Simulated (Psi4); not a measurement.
# SiHF3 (SMILES F[SiH](F)F) at M06-L/def2-SVPD

Aim: the vertical ionisation energy of SiHF3 at M06-L/def2-SVPD, from 2 runs. 

The calculation is run with Psi4 1.11.

2 further runs of the same task are left out: 1 that didn't finish, 1 set aside as unsound or not needed.

### 1 Starting point

SiHF3 has 5 atoms, charge 0, and is taken as a singlet. As SMILES, `F[SiH](F)F`. The coordinates come from a PBE0-D4/def2-TZVP relaxation.

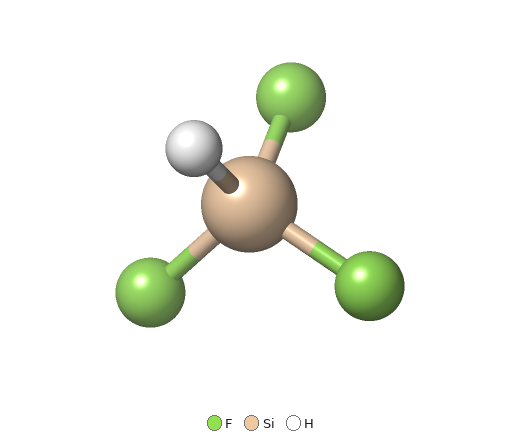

Viewed from a chosen angle; fluorine green, silicon light orange, hydrogen white.

### 2 Energy and gradient at M06-L/def2-SVPD

The input, calc.inp:

```
memory 1.6 GB

molecule geom {
  F     -0.447100    -0.082200     1.491300
  Si     0.040700     0.001700    -0.001800
  F     -0.597100     1.281400    -0.657200
  F     -0.495900    -1.263300    -0.767200
  H      1.499400     0.062400    -0.065100
  units angstrom
  symmetry c1
}

set globals {
  basis                def2-SVPD
  puream               true
  e_convergence        1e-09
  d_convergence        1e-08
  scf_type             pk
  dft_radial_points    99
  dft_spherical_points 590
}

E, wfn = gradient("m06-l", return_wfn=True)
oeprop(wfn, "WIBERG_LOWDIN_INDICES", "LOWDIN_CHARGES", "MAYER_INDICES", title="M06-L")
print_variables()
```

Command:

```sh
$ psi4 -i calc.inp -o calc.out -n 1
```

calc.out:

```text
[...]
  Running in c1 symmetry.
[...]
  Nuclear repulsion =  188.407850402666924
[...]
  Multiplicity = 1
[...]
  Nalpha       = 21
  Nbeta        = 21
[...]
    Number of basis functions: 101
[...]
   @RKS iter   1:  -589.31948796474694   -2.56116e-01   6.63616e-03 ADIIS/DIIS
[...]
   @RKS iter  10:  -589.45563608068267   -1.33014e-11   6.09343e-09 DIIS
[...]
    Orbital Energies [Eh]
    ---------------------
    Doubly Occupied:
       1A    -65.954669     2A    -24.533545     3A    -24.533500
       4A    -24.533482     5A     -5.376057     6A     -3.688800
       7A     -3.688799     8A     -3.684408     9A     -1.208297
      10A     -1.182197    11A     -1.182163    12A     -0.564593
      13A     -0.490934    14A     -0.490928    15A     -0.473783
      16A     -0.436394    17A     -0.436376    18A     -0.413799
      19A     -0.413777    20A     -0.398130    21A     -0.367415
[...]
  @RKS Final Energy:  -589.45563608068267
   => Energetics <=
    Nuclear Repulsion Energy =            188.4078504026669236
    One-Electron Energy =               -1193.9640800626102646
    Two-Electron Energy =                 468.8894222709147925
    DFT Exchange-Correlation Energy =     -52.7888286916540892
    Empirical Dispersion Energy =           0.0000000000000000
    VV10 Nonlocal Energy =                  0.0000000000000000
    Total Energy =                       -589.4556360806826660
[...]
 Multipole Moments:
 ------------------------------------------------------------------------------------
     Multipole            Electronic (a.u.)      Nuclear  (a.u.)        Total (a.u.)
 ------------------------------------------------------------------------------------
 L = 1.  Multiply by 2.5417464519 to convert [e a0] to [Debye]
 Dipole X            :         -1.7432648            2.2804039            0.5371391
 Dipole Y            :         -0.0724986            0.0949100            0.0224114
 Dipole Z            :          0.0755103           -0.0990473           -0.0235371
 Magnitude           :                                                    0.5381214
[...]
  -Total Gradient:
     Atom            X                  Y                   Z
    ------   -----------------  -----------------  -----------------
       1        0.008108510366     0.001428284599    -0.024436645826
       2       -0.029909259336    -0.001237815412     0.001208926247
       3        0.010687184423    -0.020952933033     0.010759900797
       4        0.009041592548     0.020639661445     0.012653084105
       5        0.001365584450     0.000055629094    -0.000059014996
[...]
```

It took 61 s on 1 thread of Intel Xeon Platinum 8259CL at 2.50GHz (Skylake/Cascade Lake), shared host; peak memory 0.71 GiB.

### 3 The doublet cation at the same level

The input, f3hsi.py:

```python
import psi4

psi4.set_memory(1600000000)
psi4.set_num_threads(1)
psi4.core.set_output_file('f3hsi.out', False)

mol = psi4.geometry("""
1 2
F     -0.84489655    -0.15533549     2.81814857
Si     0.07691185     0.00321253    -0.00340151
F     -1.12835547     2.42149506    -1.24192801
F     -0.93711519    -2.38729101    -1.44979788
H      2.83345535     0.11791891    -0.12302117
units au
symmetry c1
no_reorient
no_com
""")

psi4.set_options({
    'basis': 'def2-SVPD',
    'reference': 'uks',
    'puream': True,
    'e_convergence': 1e-09,
    'd_convergence': 1e-08,
    'scf_type': 'pk',
    'dft_radial_points': 99,
    'dft_spherical_points': 590,
    'maxiter': 100,
})

energy_value, wavefunction = psi4.gradient('M06-L', return_wfn=True)
print('gradient / Eh bohr^-1')
print(energy_value.np.round(6))
print(f'energy = {wavefunction.energy():.10f} Eh')
```

Command:

```sh
$ python f3hsi.py
```

f3hsi.out:

```text
[...]
  Running in c1 symmetry.
[...]
  Nuclear repulsion =  188.407850502799874
[...]
  Multiplicity = 2
[...]
  Nalpha       = 21
  Nbeta        = 20
[...]
    Number of basis functions: 101
[...]
   @UKS iter   1:  -588.80821224050555    2.55160e-01   6.03177e-03 DIIS/ADIIS
[...]
   @UKS iter  13:  -588.94669815588259   -4.43379e-11   9.18689e-09 DIIS
[...]
   @S^2 Observed:                7.551113053E-01
[...]
    Orbital Energies [Eh]
    ---------------------
    Alpha Occupied:
       1A    -66.264475     2A    -24.831700     3A    -24.831652
       4A    -24.831642     5A     -5.686046     6A     -3.997550
       7A     -3.997388     8A     -3.997387     9A     -1.496612
      10A     -1.470775    11A     -1.470760    12A     -0.866935
      13A     -0.778624    14A     -0.772956    15A     -0.772949
      16A     -0.717849    17A     -0.717832    18A     -0.704577
      19A     -0.695640    20A     -0.695632    21A     -0.675152
    Alpha Virtual:
      22A     -0.245009    23A     -0.241318    24A     -0.241307
      25A     -0.175737    26A     -0.117108    27A     -0.067784
[...]
  @UKS Final Energy:  -588.94669815588259
   => Energetics <=
    Nuclear Repulsion Energy =            188.4078505027998744
    One-Electron Energy =               -1181.7009811460457058
    Two-Electron Energy =                 456.7076324068835902
    DFT Exchange-Correlation Energy =     -52.3611999195203808
    Empirical Dispersion Energy =           0.0000000000000000
    VV10 Nonlocal Energy =                  0.0000000000000000
    Total Energy =                       -588.9466981558825864
[...]
 Multipole Moments:
 ------------------------------------------------------------------------------------
     Multipole            Electronic (a.u.)      Nuclear  (a.u.)        Total (a.u.)
 ------------------------------------------------------------------------------------
 L = 1.  Multiply by 2.5417464519 to convert [e a0] to [Debye]
 Dipole X            :         23.2328809          -22.2830836            0.9497972
 Dipole Y            :          0.9668570           -0.9272886            0.0395684
 Dipole Z            :         -1.0084210            0.9671618           -0.0412591
 Magnitude           :                                                    0.9515160
[...]
  -Total Gradient:
     Atom            X                  Y                   Z
    ------   -----------------  -----------------  -----------------
       1       -0.011448082204     0.000553396943    -0.022569346327
       2        0.073734536632     0.003077321194    -0.003268403205
       3       -0.008975756414    -0.020814592409     0.011132409451
       4       -0.010559500234     0.018928252771     0.012929794098
       5       -0.043460519456    -0.001808951239     0.001881865746
[...]
```

The script printed:

```text
gradient / Eh bohr^-1
[[-0.011448  0.000553 -0.022569]
 [ 0.073735  0.003077 -0.003268]
 [-0.008976 -0.020815  0.011132]
 [-0.01056   0.018928  0.01293 ]
 [-0.043461 -0.001809  0.001882]]
energy = -588.9466981559 Eh
```

Wall time 1.9 min (1 thread of Intel Xeon Platinum 8259CL at 2.50GHz (Skylake/Cascade Lake), shared host); peak memory 0.72 GiB.

### 4 What came out

Level: M06-L/def2-SVPD.

```
                                          quantity          value
                       singlet SiHF3: total energy  -589.45564 Eh
                      singlet SiHF3: dipole moment         1.37 D
                        singlet SiHF3: HOMO energy      -10.00 eV
                        singlet SiHF3: LUMO energy        0.36 eV
                      singlet SiHF3: HOMO–LUMO gap       10.35 eV
           singlet SiHF3: largest force on an atom     1.541 eV/Å
                      doublet cation: total energy  -588.94670 Eh
doublet cation: HOMO energy (highest over α and β)      -18.16 eV
 doublet cation: LUMO energy (lowest over α and β)      -17.57 eV
                              doublet cation: ⟨S²⟩          0.755
          doublet cation: largest force on an atom     3.799 eV/Å
vertical ionisation energy (to the doublet cation)      13.849 eV
```

What this shows: The vertical ionisation energy comes to 13.85 eV (319 kcal/mol). The largest force (singlet SiHF3) is 1.54 eV/Å: the shape isn't a stationary point for this species at this level. −ε(HOMO) before ionisation, 10.00 eV, is 3.85 eV below this ionisation energy.
